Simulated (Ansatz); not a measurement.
# BFH₅NSi: geometry and vibrations

Aim: relax BFH₅NSi from a cheap starting geometry, then compute its harmonic vibrations to see whether it is a minimum and to get the zero-point energy and entropy.

Program: Ansatz 0.2.0, Gaussian basis. Level of theory: RKS PBE0-D4/def2-TZVP. These are calculated values, not measurements.

Levels to be run: relaxation at PBE-D4/def2-SVP; relaxation at PBE0-D4/def2-TZVP; harmonic vibrations at the same level.

1 further run of the same task is left out (set aside as unsound or not needed).

## Step 1: The system as given

SMILES `BN[SiH2]F`, 9 atoms, charge 0, spin multiplicity 1.

Atoms are counted from 1 here; the program's logs count them from 0.

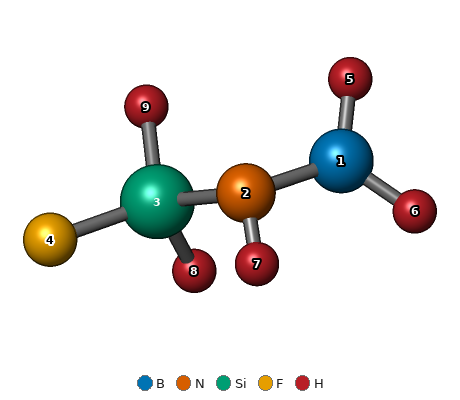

The starting geometry (boron blue, nitrogen orange, silicon teal, fluorine amber, hydrogen red); atoms are numbered from 1 in the order of the file.

The start is a force-field geometry with small random shifts, so a cheaper pass at PBE-D4/def2-SVP comes first.

## Step 2: Relaxation at PBE-D4/def2-SVP (cheap first pass)

in.yaml reads:

```yaml
crystal:
  periodic: [false, false, false]
  atoms:
    - {symbol: B, position_ang: [-0.005300, 1.451600, 0.120400]}
    - {symbol: N, position_ang: [-0.881900, 0.240200, -0.150700]}
    - {symbol: Si, position_ang: [0.224500, -1.137800, -0.254800]}
    - {symbol: F, position_ang: [-0.539300, -2.552400, -0.485800]}
    - {symbol: H, position_ang: [0.696400, 1.889600, -0.732400]}
    - {symbol: H, position_ang: [-0.202700, 2.128600, 1.105100]}
    - {symbol: H, position_ang: [-1.450400, 0.088700, 0.695600]}
    - {symbol: H, position_ang: [1.056200, -1.227100, 1.007700]}
    - {symbol: H, position_ang: [1.191000, -0.927800, -1.322200]}
basis:
  gaussian: {orbitals: def2-SVP}
hamiltonian: {xc: pbe, dispersion: d4}
relax: {f_tol: 0.03, max_steps: 200}
```

Launch:

```
$ ansatz run in.yaml --threads 2 --pin off --events-out ev --progress --plain --max-ram 4352MiB
```

The log of the run, cut to the lines that bear on the results:

```text
Functional definition: PBE
  name "PBE"
  cite "Perdew, Burke & Ernzerhof, Phys. Rev. Lett. 77, 3865 (1996) doi:10.1103/PhysRevLett.77.3865"
  parent pbe
[...]
960 factors; their error is unknown
[...]
mean field -12827.97321043 eV, -471.4193203709 hartree, gradient 1.6e-5 eV, S^2 0.000000; 0 other end points of the search recorded, 0 dependent functions left out
[...]
reference -12827.97324482 eV, -471.4193216345 hartree; 20, 20 occupied and 65, 65 virtual orbitals, 960 factors
relax step   1: F+E_penalty+E_count = -12828.12390582 eV  Δ(F+E_penalty+E_count) = +0.000e0 eV  max|allowed force component| = 2.466e0 eV/Å  Δτ_max = 0.0000 Å  (25 SCF iters, accepted)
[...]
relax step   4: F+E_penalty+E_count = -12828.79528258 eV  Δ(F+E_penalty+E_count) = -1.817e-1 eV  max|allowed force component| = 6.662e-1 eV/Å  Δτ_max = 0.1994 Å  (28 SCF iters, accepted)
[...]
relax step   7: F+E_penalty+E_count = -12828.97356334 eV  Δ(F+E_penalty+E_count) = -2.446e-2 eV  max|allowed force component| = 3.287e-1 eV/Å  Δτ_max = 0.1681 Å  (32 SCF iters, accepted)
[...]
relax step  10: F+E_penalty+E_count = -12828.98442884 eV  Δ(F+E_penalty+E_count) = -8.279e-4 eV  max|allowed force component| = 1.665e-1 eV/Å  Δτ_max = 0.1608 Å  (27 SCF iters, accepted)
[...]
relax step  13: F+E_penalty+E_count = -12828.99329740 eV  Δ(F+E_penalty+E_count) = -5.232e-4 eV  max|allowed force component| = 3.115e-2 eV/Å  Δτ_max = 0.0171 Å  (27 SCF iters, accepted)
[...]
relax step  14: F+E_penalty+E_count = -12828.99337334 eV  Δ(F+E_penalty+E_count) = -7.593e-5 eV  max|allowed force component| = 8.901e-3 eV/Å  Δτ_max = 0.0089 Å  (27 SCF iters, accepted)
960 factors; their error is unknown
mean field -12828.84278111 eV, -471.4512765037 hartree, gradient 2.5e-5 eV, S^2 0.000000; 1 other end points of the search recorded, 0 dependent functions left out
[...]
reference -12828.84281647 eV, -471.4512778031 hartree; 20, 20 occupied and 65, 65 virtual orbitals, 960 factors
Total energy: -12828.99340870 eV, -471.4568119655 hartree
Atom 0 at    -0.216151     1.550329    -0.019937 Å, force     0.006634     0.004043    -0.008901 eV/Å
Atom 1 at    -0.376807     0.239442     0.484286 Å, force    -0.000391    -0.008313     0.000086 eV/Å
Atom 2 at     0.377915    -1.207890    -0.166456 Å, force     0.001053     0.002338    -0.001485 eV/Å
Atom 3 at    -0.713706    -2.082239    -1.020292 Å, force    -0.001116     0.001264    -0.000222 eV/Å
Atom 4 at     0.515983     1.724936    -0.977164 Å, force     0.000379    -0.002040    -0.001753 eV/Å
Atom 5 at    -0.800477     2.476624     0.509414 Å, force    -0.006497     0.001166     0.007693 eV/Å
Atom 6 at    -0.999463     0.118871     1.290993 Å, force    -0.001584     0.003427     0.002903 eV/Å
Atom 7 at     0.824830    -2.083449     0.964479 Å, force    -0.000064    -0.000712     0.001328 eV/Å
Atom 8 at     1.476376    -0.783025    -1.082422 Å, force     0.001587    -0.001173     0.000351 eV/Å
Dipole moment:     0.056077    -0.084900     0.319650 e Å
```

It took 17 s on 2 threads of Arm Neoverse V2, shared host.

Step by step:

```tsv
step	energy from step 1 (eV)	largest force component (eV/Å)
1	0.0000	2.4655
2	-0.2622	2.3105
3	-0.4896	1.2017
4	-0.6714	0.6662
5	-0.7841	0.2924
6	-0.8252	0.1976
7	-0.8497	0.3287
8	-0.8550	0.3423
9	-0.8597	0.2689
10	-0.8605	0.1665
11	-0.8654	0.1848
12	-0.8689	0.0500
13	-0.8694	0.0312
14	-0.8695	0.0089
```

Close pairs (by a distance rule), those that changed most:

```tsv
bond	before (Å)	after (Å)	change (Å)
B1–N2	1.520	1.414	-0.106
Si3–H9	1.455	1.492	+0.037
B1–H5	1.188	1.218	+0.030
Si3–H8	1.514	1.498	-0.016
Si3–F4	1.624	1.639	+0.015
N2–Si3	1.770	1.757	-0.013
B1–H6	1.211	1.216	+0.005
N2–H7	1.031	1.026	-0.005
```

## Step 3: Relaxation at PBE0-D4/def2-TZVP

in.yaml reads:

```yaml
crystal:
  periodic: [false, false, false]
  atoms:
    - {symbol: B, position_ang: [-0.216151, 1.550329, -0.019937]}
    - {symbol: N, position_ang: [-0.376807, 0.239442, 0.484286]}
    - {symbol: Si, position_ang: [0.377915, -1.207890, -0.166456]}
    - {symbol: F, position_ang: [-0.713706, -2.082239, -1.020292]}
    - {symbol: H, position_ang: [0.515983, 1.724936, -0.977164]}
    - {symbol: H, position_ang: [-0.800477, 2.476624, 0.509414]}
    - {symbol: H, position_ang: [-0.999463, 0.118871, 1.290993]}
    - {symbol: H, position_ang: [0.824830, -2.083449, 0.964479]}
    - {symbol: H, position_ang: [1.476376, -0.783025, -1.082422]}
basis:
  gaussian: {orbitals: def2-TZVP}
hamiltonian: {xc: pbe0, dispersion: d4}
relax: {f_tol: 0.005, max_steps: 150}
```

The command is unchanged.

The log of the run, cut to the lines that bear on the results:

```text
Functional definition: PBE0
  name "PBE0"
  cite "Adamo & Barone, J. Chem. Phys. 110, 6158 (1999) doi:10.1063/1.478522"
  cite "Perdew, Burke & Ernzerhof, Phys. Rev. Lett. 77, 3865 (1996) doi:10.1103/PhysRevLett.77.3865"
  parent pbe
[...]
968 factors; their error is unknown
[...]
mean field -12838.94397812 eV, -471.8224886472 hartree, gradient 6.7e-5 eV, S^2 0.000000; 0 other end points of the search recorded, 0 dependent functions left out
[...]
reference -12838.94401081 eV, -471.8224898484 hartree; 20, 20 occupied and 140, 140 virtual orbitals, 968 factors
relax step   1: F+E_penalty+E_count = -12839.06997576 eV  Δ(F+E_penalty+E_count) = +0.000e0 eV  max|allowed force component| = 8.684e-1 eV/Å  Δτ_max = 0.0000 Å  (26 SCF iters, accepted)
[...]
Total energy: -12839.13394775 eV, -471.8294699024 hartree
Atom 0 at    -0.223195     1.530790    -0.028202 Å, force    -0.001469    -0.001053    -0.001198 eV/Å
Atom 1 at    -0.363176     0.233374     0.488712 Å, force    -0.000626     0.002041     0.000680 eV/Å
Atom 2 at     0.369412    -1.189481    -0.159590 Å, force     0.000781    -0.003695    -0.002560 eV/Å
Atom 3 at    -0.683160    -2.019167    -1.029140 Å, force     0.001834     0.001786     0.002013 eV/Å
Atom 4 at     0.469623     1.693047    -0.990995 Å, force     0.000852     0.000391     0.000379 eV/Å
Atom 5 at    -0.787997     2.444810     0.498113 Å, force     0.000369    -0.000119     0.000489 eV/Å
Atom 6 at    -0.956134     0.123159     1.300242 Å, force     0.000320    -0.000229     0.000118 eV/Å
Atom 7 at     0.784990    -2.080613     0.946888 Å, force    -0.001363    -0.000053     0.000833 eV/Å
Atom 8 at     1.478136    -0.782319    -1.043128 Å, force    -0.000699     0.000931    -0.000755 eV/Å
Dipole moment:     0.055473    -0.022572     0.321389 e Å
```

Run time: 29 s. Hardware: 2 threads of Arm Neoverse V2, shared host; peak memory 0.31 GiB.

Along the way:

```tsv
step	energy from step 1 (eV)	largest force component (eV/Å)
1	0.0000	0.8684
2	-0.0496	0.6276
3	-0.0635	0.0419
4	-0.0637	0.0241
5	-0.0638	0.0118
6	-0.0638	0.0181
7	-0.0639	0.0147
8	-0.0639	0.0072
9	-0.0639	0.0065
10	-0.0639	0.0058
11	-0.0639	0.0037
```

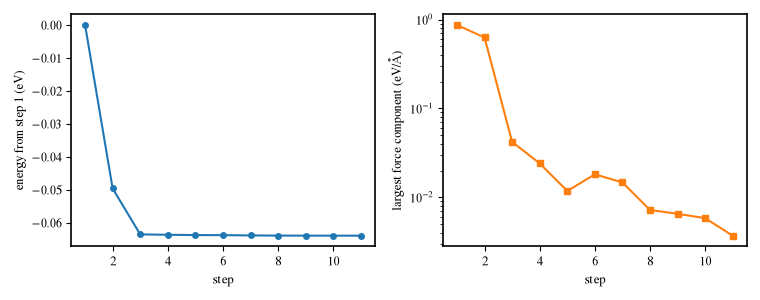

Energy and largest force along the relaxation.

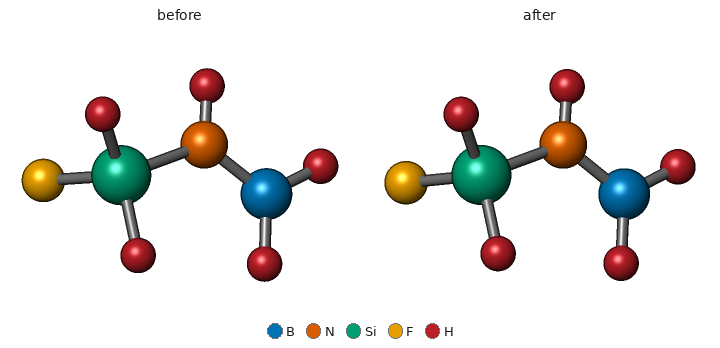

The geometry before (left) and after (right).

Close pairs (by a distance rule), those that changed most:

```tsv
bond	before (Å)	after (Å)	change (Å)
Si3–F4	1.639	1.598	-0.041
N2–Si3	1.757	1.727	-0.031
B1–H5	1.218	1.197	-0.020
B1–H6	1.216	1.196	-0.020
Si3–H8	1.498	1.480	-0.018
Si3–H9	1.492	1.475	-0.017
N2–H7	1.026	1.011	-0.015
B1–N2	1.414	1.404	-0.010
```

Mulliken charges of the relaxed molecule (report file):

```tsv
atom	value (e)
B1	-0.05
N2	-0.34
Si3	0.53
F4	-0.31
H5	0.00
H6	0.00
H7	0.23
H8	-0.04
H9	-0.03
```

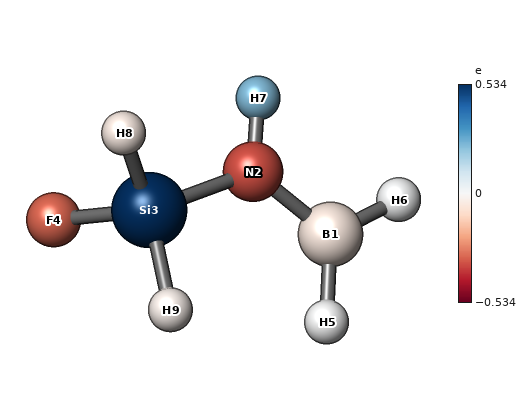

Mulliken charges of the relaxed molecule (report file), as colours on the atoms.

## Step 4: Vibrations by finite differences

in.yaml reads:

```yaml
crystal:
  periodic: [false, false, false]
  atoms:
    - {symbol: B, position_ang: [-0.223195, 1.530790, -0.028202]}
    - {symbol: N, position_ang: [-0.363176, 0.233374, 0.488712]}
    - {symbol: Si, position_ang: [0.369412, -1.189481, -0.159590]}
    - {symbol: F, position_ang: [-0.683160, -2.019167, -1.029140]}
    - {symbol: H, position_ang: [0.469623, 1.693047, -0.990995]}
    - {symbol: H, position_ang: [-0.787997, 2.444810, 0.498113]}
    - {symbol: H, position_ang: [-0.956134, 0.123159, 1.300242]}
    - {symbol: H, position_ang: [0.784990, -2.080613, 0.946888]}
    - {symbol: H, position_ang: [1.478136, -0.782319, -1.043128]}
basis:
  gaussian: {orbitals: def2-TZVP}
hamiltonian: {xc: pbe0, dispersion: d4}
phonons: {temperatures: {t_min: 298.15, t_max: 900, t_step: 200}}
```

Same command.

The log of the run, cut to the lines that bear on the results:

```text
Functional definition: PBE0
  name "PBE0"
  cite "Adamo & Barone, J. Chem. Phys. 110, 6158 (1999) doi:10.1063/1.478522"
  cite "Perdew, Burke & Ernzerhof, Phys. Rev. Lett. 77, 3865 (1996) doi:10.1103/PhysRevLett.77.3865"
  parent pbe
[...]
968 factors; their error is unknown
[...]
mean field -12839.00725933 eV, -471.8248141888 hartree, gradient 6.8e-5 eV, S^2 0.000000; 0 other end points of the search recorded, 0 dependent functions left out
[...]
reference -12839.00729190 eV, -471.8248153856 hartree; 20, 20 occupied and 140, 140 virtual orbitals, 968 factors
[...]
968 factors; their error is unknown
mean field -12839.00718358 eV, -471.8248114050 hartree, gradient 2.4e-6 eV, S^2 0.000000; 0 other end points of the search recorded, 0 dependent functions left out
[...]
reference -12839.00721614 eV, -471.8248126016 hartree; 20, 20 occupied and 140, 140 virtual orbitals, 968 factors
[...]
Atom 1 at    -0.363176     0.233374     0.488712 Å, force    -0.000776     0.002253     0.000748 eV/Å
Atom 2 at     0.369412    -1.189481    -0.159590 Å, force     0.000888    -0.003662    -0.002655 eV/Å
Atom 3 at    -0.683160    -2.019167    -1.029140 Å, force     0.001790     0.001785     0.001975 eV/Å
Atom 4 at     0.469623     1.693047    -0.990995 Å, force     0.000884     0.000304     0.000396 eV/Å
Atom 5 at    -0.787997     2.444810     0.498113 Å, force     0.000352    -0.000123     0.000494 eV/Å
Atom 6 at    -0.956134     0.123159     1.300242 Å, force     0.000325    -0.000269     0.000131 eV/Å
Atom 7 at     0.784990    -2.080613     0.946888 Å, force    -0.001304    -0.000028     0.000837 eV/Å
Atom 8 at     1.478136    -0.782319    -1.043128 Å, force    -0.000672     0.000805    -0.000759 eV/Å
Dipole moment:     0.055469    -0.022567     0.321390 e Å
Vibrations: 70.27 237.40 274.47 379.72 652.09 743.95 754.90 822.35 877.63 935.30 954.47 980.39 1022.12 1169.14 1277.87 1399.76 2257.67 2289.36 2576.66 2661.81 3591.82 cm⁻¹, zero-point energy 1.607402 eV
```

Run time: 92 s. Hardware: 2 threads of Arm Neoverse V2, shared host; peak memory 0.3 GiB.

Motions are named by where the mode's potential energy lies. Wavenumbers, unscaled:

```tsv
mode	cm⁻¹	motion
1	70	torsion
2	237	bend with torsion
3	274	bend
4	380	torsion with bend
5	652	bend with torsion
6	744	Si–N stretch with bend
7	755	bend with torsion
8	822	torsion
9	878	Si–F stretch
10	935	bend
11	954	bend with torsion
12	980	bend
13	1022	torsion with out-of-plane bend
14	1169	bend with B–N stretch
15	1278	bend
16	1400	B–N stretch with bend
17	2258	Si–H stretch
18	2289	Si–H stretch
19	2577	B–H stretch
20	2662	B–H stretch
21	3592	N–H stretch
```

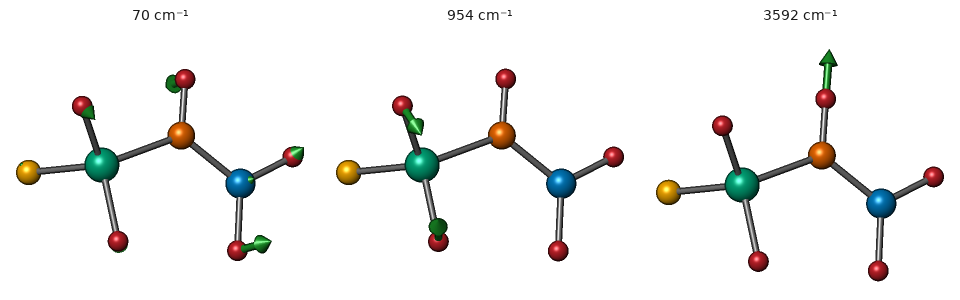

How the atoms move in 3 of the modes.

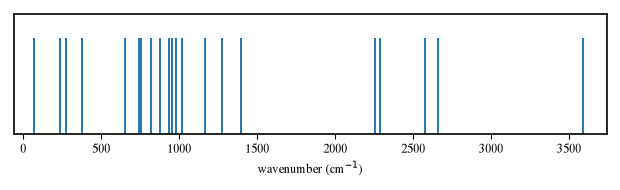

The harmonic wavenumbers as sticks (no intensities were computed).

Ideal gas, rigid rotor and harmonic oscillator at 298.15 K and 1 bar, with symmetry number 1:

```tsv
term	value
zero-point energy	37.1 kcal/mol
H(298) − E	41.2 kcal/mol
entropy, translation	163.0 J/(mol K)
entropy, rotation	104.9 J/(mol K)
entropy, vibration	43.1 J/(mol K)
entropy, total	311.0 J/(mol K)
```

## Step 5: Outcome

| quantity | value |
| --- | --- |
| point group | C1 |
| steps | 14 + 11 |
| shift from the start (rms) | 0.662 Å |
| total energy | -12839.1339 eV |
| dispersion term | -127 meV |
| dipole moment | 1.57 D |
| lowest, highest wavenumber | 70, 3592 cm⁻¹ |
| zero-point energy | 37.1 kcal/mol |
| entropy at 298.15 K | 311.0 J/(mol K) |

The atoms moved 0.66 Å (rms) from the start; the bond that changed most is B1–N2, from 1.520 to 1.404 Å. No mode is imaginary: a true minimum at this level. The stiffest mode, 3592 cm⁻¹, is an N–H stretch. Harmonic hybrid wavenumbers usually lie a few per cent above measured fundamentals. The largest Mulliken charge, +0.53 e, sits on Si3.
